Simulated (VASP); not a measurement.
Band structure of Ce₅Mg (space group R32). Method: PBEsol GGA, VASP's PBE PAW potentials (set 64) (plane waves; VASP 6.6.1).

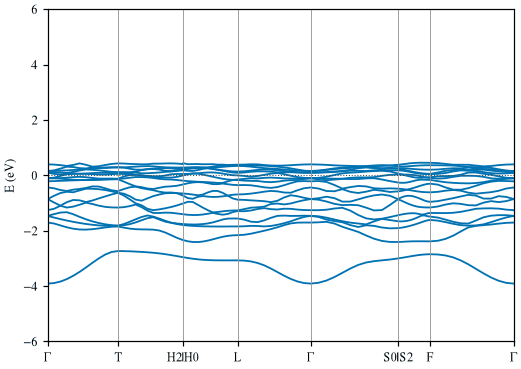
Bands along high-symmetry lines, zero at the valence-band maximum or, without a gap, the Fermi level

Read the plot: is there a gap, and where are the band edges?

It has no gap at this level: it comes out as a metal or semimetal. (Edges off the drawn lines would not show.)

The structure comes from a computed database's Ce5Mg entry (R32); how it stands against other phases isn't given here. It was relaxed first, which changed the volume by -9 %. The run is not spin-polarised, so no magnetic state was tried.
